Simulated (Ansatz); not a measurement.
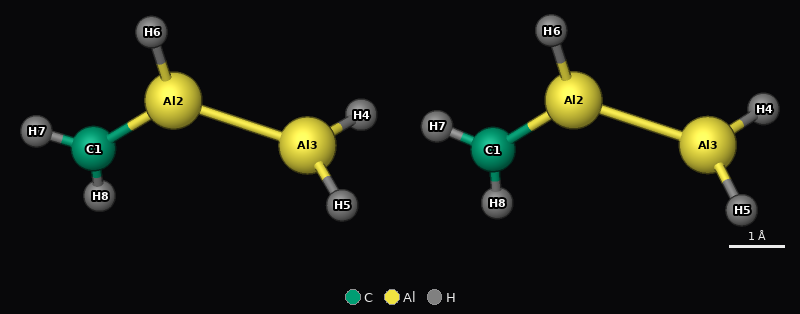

Two geometries of CH5Al2 (multiplicity 2), drawn at one scale. One is the start of a relaxation, the other its converged end. Style: ball-and-stick. Shown at a tilt.

The calculation used UKS PBE0-D4/def2-TZVP in Ansatz. (force threshold 0.005 eV/Å; at most 200 steps)

Which of the two is the end point?

Answer. The left one is the relaxed one. It is one of the separated reactants of a reaction. The atom that moves furthest after the best rigid fit is H8 (0.21 Å). Largest moves by element: H 0.21 Å, C 0.03 Å, Al 0.01 Å. Among the contacts that change: C1–H7 1.109 → 1.090 Å, C1–Al2 1.951 → 1.934 Å, Al2–H6 1.611 → 1.597 Å. The energy falls by 2.09 kJ/mol in 11 accepted moves (12 points after the start). Largest force component: 0.53 eV/Å at the start, 0.003 eV/Å at the end. The line search rejected the trial step at point 11 of the run. The forces were under the threshold at step 5, but the run went on from there.
